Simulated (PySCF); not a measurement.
**Run report: C5H11, EPR calculation**

System: C5H11, multiplicity 2, SMILES C[CH]C(C)C.
Method: UKS B3LYP, pcH-1 on C H, non-relativistic, mean-field spin-orbit, GIAO (PySCF 2.14.0).

It belongs to a series of runs on one base structure; here: X = H replaced by iPr.

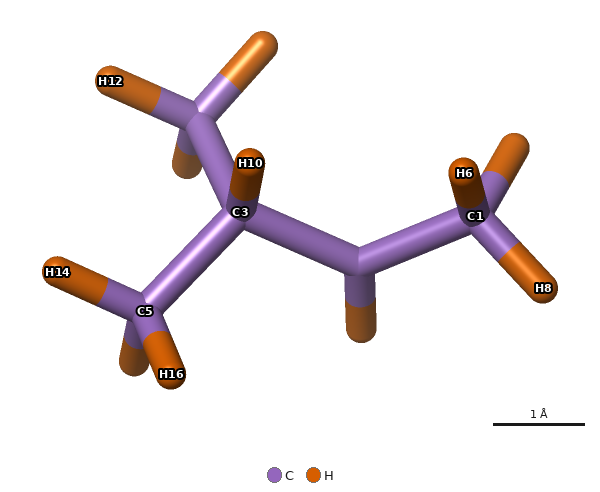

The structure as given in the input (stick view, seen at a tilt; atoms are numbered from 1 in the order of the input). Bond lengths as drawn: C–C 1.48 to 1.54 Å and C–H 1.08 to 1.10 Å.

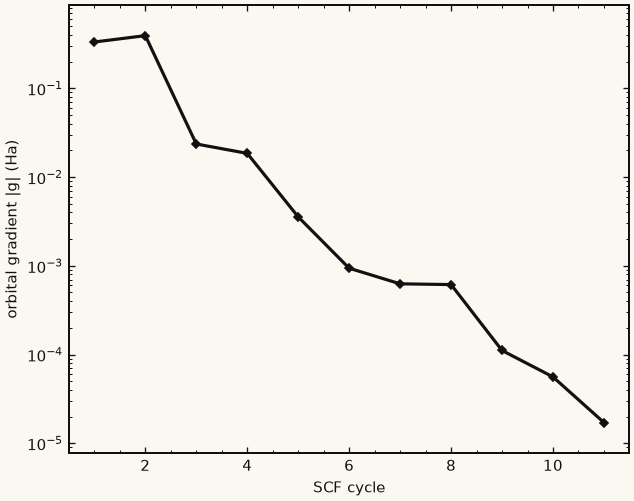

Convergence of the self-consistent field: orbital gradient |g| against the SCF cycle. All cycles printed in the log are drawn one after another.

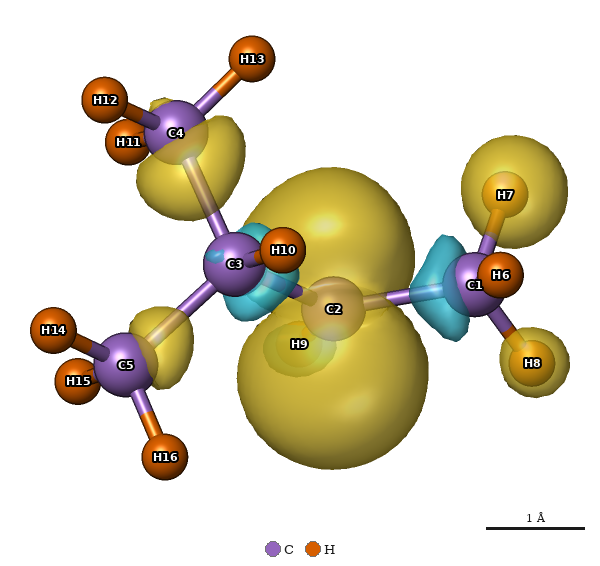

Isosurfaces of the spin density at +0.02 (yellow) and −0.02 e/Å³ (cyan), seen at a tilt. The unpaired spin (1 electron) lies mostly on C2 (about 0.7), in electrons by Hirshfeld's partition.

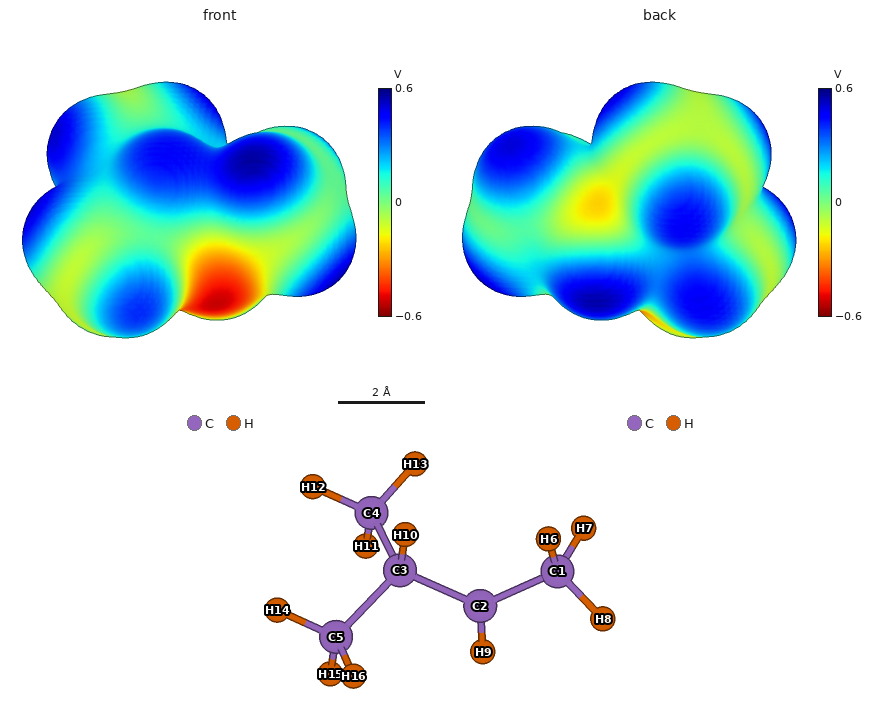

The electrostatic potential painted on the density surface at 0.002 e/bohr³, seen at a tilt and from behind; the colour scale runs from red (negative) to blue (positive). The bare structure is drawn below in the same view.

The input and output of the run follow.

Input file
```
{"job": {"kind": "epr", "basis": "pcH-1"}, "charge": 0, "multiplicity": 2}
C      2.195685     0.044255    -0.015354
C      0.843165    -0.498555    -0.256565
C     -0.380188     0.112255     0.314958
C     -1.036521     1.068809    -0.702308
C     -1.394307    -0.961799     0.724641
H      2.238921     0.580808     0.931301
H      2.496751     0.746767    -0.804600
H      2.941699    -0.751743    -0.007828
H      0.722368    -1.252916    -1.016526
H     -0.110255     0.700105     1.200075
H     -1.316918     0.524618    -1.601251
H     -1.929509     1.519596    -0.274505
H     -0.344474     1.860601    -0.978661
H     -2.294646    -0.502107     1.126436
H     -1.669894    -1.568045    -0.135409
H     -0.969476    -1.613705     1.484185
```

The first line tells a small driver script what to run in PySCF; the rest is the geometry in Å.

Command:
```bash
OMP_NUM_THREADS=1 python <driver script> task.json out
```

The program's output
```
UKS, coarse grid
  cycle   1  E = -197.06542296  |g| = 3.33e-01
  cycle   2  E = -197.04515206  |g| = 3.93e-01
  cycle   3  E = -197.12721788  |g| = 2.36e-02
  cycle   4  E = -197.12738398  |g| = 1.85e-02
  cycle   5  E = -197.12754553  |g| = 3.56e-03
  cycle   6  E = -197.12755424  |g| = 9.39e-04
UKS, final grid
  cycle   1  E = -197.12749099  |g| = 6.26e-04
  cycle   2  E = -197.12749106  |g| = 6.14e-04
  cycle   3  E = -197.12749124  |g| = 1.11e-04
  cycle   4  E = -197.12749125  |g| = 5.59e-05
  cycle   5  E = -197.12749126  |g| = 1.71e-05
E = -197.12749126 Eh   <S^2> = 0.7538 (exact 0.7500)
g shifts (ppm)      1          2          3
  rmc          -145       -145       -145
  gc              1         34         31
  oz_so         -29        485        669
  total        -174        374        555
hyperfine (MHz)  atom isotope    a_iso     a_fc   dipolar eigenvalues
    0   13C     -33.72     -33.72     -2.35      0.01      2.34
    1   13C     100.05     100.05    -81.30    -80.44    161.74
    2   13C     -29.78     -29.78     -2.04     -0.11      2.14
    3   13C      73.97      73.97     -5.13     -5.01     10.14
    4   13C      35.64      35.64     -2.87     -2.75      5.62
    5    1H      20.75      20.75     -4.81     -4.08      8.89
    6    1H     154.16     154.16     -5.38     -3.11      8.49
    7    1H      60.55      60.55     -4.79     -4.67      9.47
    8    1H     -60.23     -60.23    -38.45     -0.45     38.91
    9    1H      11.41      11.41     -5.32     -3.97      9.29
   10    1H      -2.45      -2.45     -4.99     -2.30      7.29
   11    1H      21.22      21.22     -3.32     -1.54      4.86
   12    1H      -2.88      -2.88     -5.29     -2.04      7.34
   13    1H       8.58       8.58     -2.33     -1.60      3.94
   14    1H      -1.88      -1.88     -3.44     -2.82      6.26
   15    1H      -1.77      -1.77     -4.88     -2.34      7.21
```

Results in brief

| quantity | value |
| --- | --- |
| outcome | converged |
| total energy | −197.127491 hartree |
| ⟨S²⟩ | 0.754 |
| isotropic g | 2.0026 |
| hardware | 1 CPU thread, shared host |
| wall time | 29 s |
| peak memory | 0.93 GiB |
